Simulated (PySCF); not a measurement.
## A study: H$_{9}$NSi$_{3}$, SMILES `[SiH3]N([SiH3])[SiH3]`

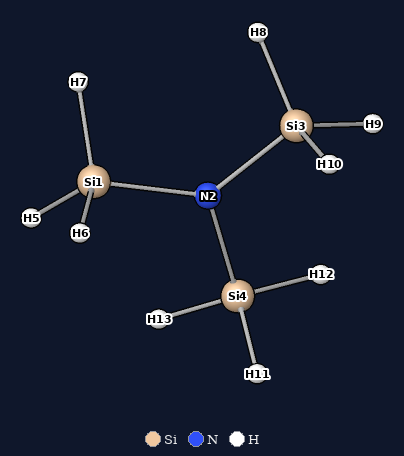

The molecule, with its atoms numbered as below. No frequency check shows the geometry to be a minimum.

Cartesian coordinates (Å):

```
Si1      1.6766    0.4611   -0.0128
N2       0.0003    0.0000    0.1286
Si3     -1.2377    1.2212   -0.0127
Si4     -0.4390   -1.6823   -0.0126
H5       2.4744   -0.5674    0.6511
H6       2.0633    0.5668   -1.4246
H7       1.8359    1.7534    0.6511
H8      -0.7456    2.4267    0.6510
H9      -2.4362    0.7134    0.6512
H10     -1.5236    1.5023   -1.4245
H11     -0.5408   -2.0701   -1.4245
H12     -1.7286   -1.8589    0.6512
H13      0.6006   -2.4664    0.6511
```

## 1. Bonding charge

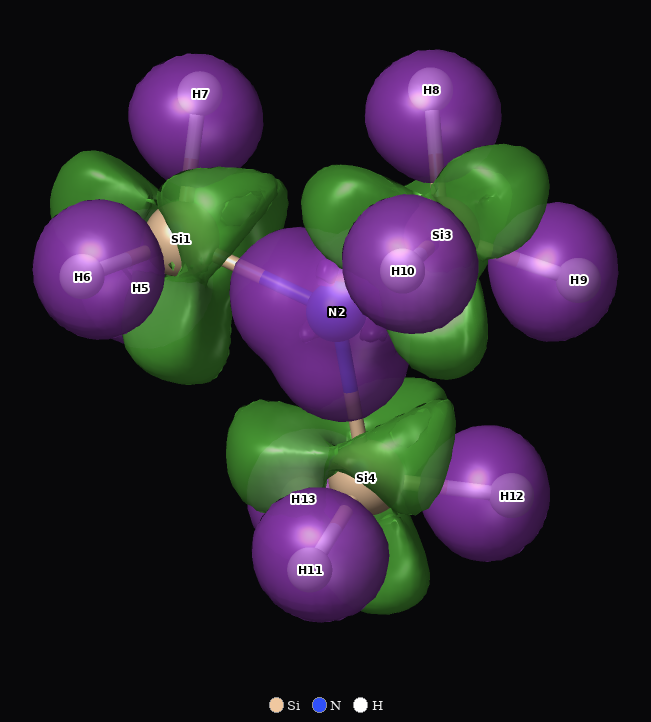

Deformation density (molecule less spherical, spin-averaged free atoms at the same positions), surfaces at ±0.06 e/Å³; purple: gain, green: loss.

Computed with PySCF, PBE/def2-TZVP, geometry: GFN2-xTB.

> How much density has each bond gained at its critical point, relative to the free atoms?

Si1–H5, Si3–H9, Si4–H12, Si3–H8 and 2 more like them: +0.23 e/Å³ at the bond critical point (bond length 1.46 Å, Mayer order 0.9). Si1–H6, Si3–H10 and Si4–H11: +0.22 e/Å³ at the bond critical point (bond length 1.47 Å, Mayer order 0.9). Si1–N2 and N2–Si4: +0.11 e/Å³ at the bond critical point (bond length 1.74 Å, Mayer order 1.1); up to 0.6 Å beside the axis the gain reaches +0.34 e/Å³. N2–Si3: +0.11 e/Å³ at the bond critical point (bond length 1.75 Å, Mayer order 1.1); up to 0.6 Å beside the axis the gain reaches +0.34 e/Å³. In all, 3.0 electrons gather in the regions of gain relative to the promolecule. A small or negative value marks a very polar bond, one between electron-rich atoms, whose free-atom densities already overlap strongly, a long bond to a heavier atom, or a closed-shell contact such as a hydrogen bond.

## 2. Bond critical points

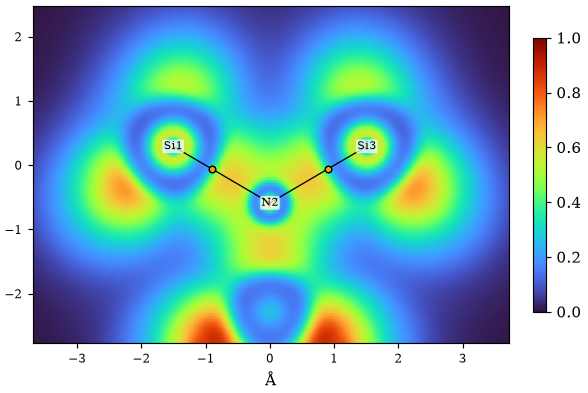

Localised orbital locator (LOL) in the plane of Si1, N2 and Si3, with bond paths and bond critical points (dots).

> What values does LOL take at the bond critical points in this plane?

N2–Si3: about 0.33; Si1–N2: about 0.33. Values above 0.5 mark slow, localised electrons, as in shared pairs; low values at a critical point mark a polar or closed-shell contact whose critical point lies between the shells.

> Where along N2–Si3 does the critical point lie?

1.04 Å from N2 and 0.70 Å from Si3.

## 3. Local ionisation energy

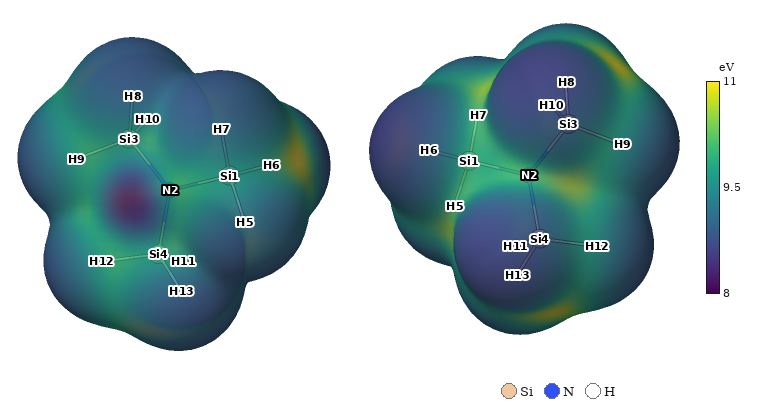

Average local ionisation energy on the surface of electron density 0.001 a.u. (back view left, front view right).

> Locate the minima of the map.

The lowest value is 8.1 eV, 2.0 Å from N2. Further minima include 8.5 eV, 1.5 Å from H6, and at like points elsewhere; 8.8 eV, 1.5 Å from H13, and at like points elsewhere. For comparison, the highest occupied orbital lies at −6.3 eV.

## 4. In an electric field

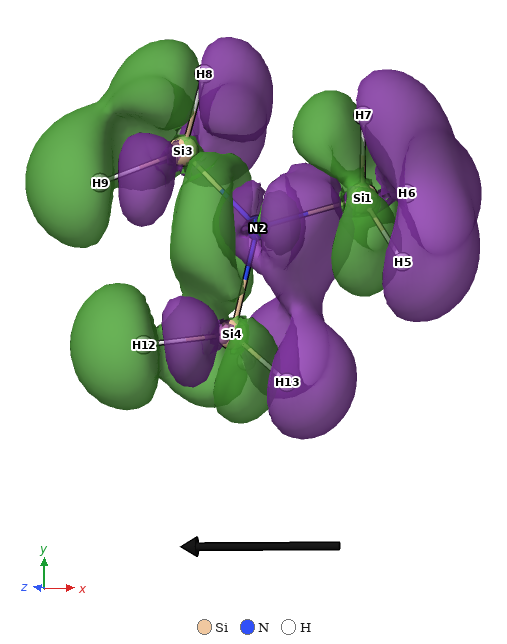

Change of the electron density in a uniform field of 0.21 V/Å along −x (arrow), surfaces at ±0.001 e/Å³ (purple: gain, green: loss).

Method: PBE/def2-TZVP; geometry: GFN2-xTB; program: PySCF. A basis without diffuse functions makes polarisabilities too small.

The field was applied in both directions; the picture shows the one opposite to the script's first.

> How large is the response?

The induced dipole is 0.91 D (along the field); α along this axis, from the fields in both directions, is 90 bohr³ (13.3 Å³).

## 5. Removing or adding an electron

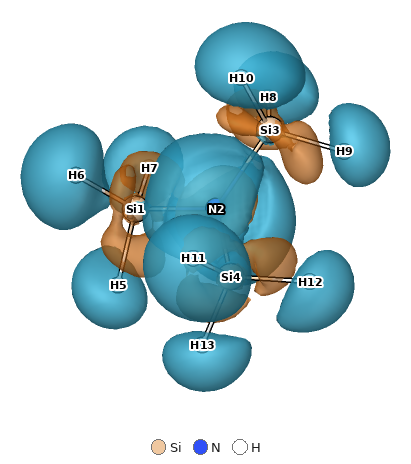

Fukui function f⁻ = ρ(N) − ρ(N−1) at fixed geometry, surfaces at ±0.01 e/Å³ (light blue positive, orange negative).

> On which atoms does the density change most on removal of an electron?

f⁻ (Hirshfeld-condensed) is largest on N2 (0.16) and Si1, Si3 and Si4 (0.10 each); the vertical ionisation energy is 9.11 eV (the stability of the cation's solution wasn't checked). Condensed values hint at sites of electrophilic attack but needn't mark the atom that reacts. Orbital relaxation makes it negative in places (0.19 e in all).

The PySCF runs shown took 36 s, 90 s and 97 s on 1 thread of Arm Neoverse V2, on a shared host.
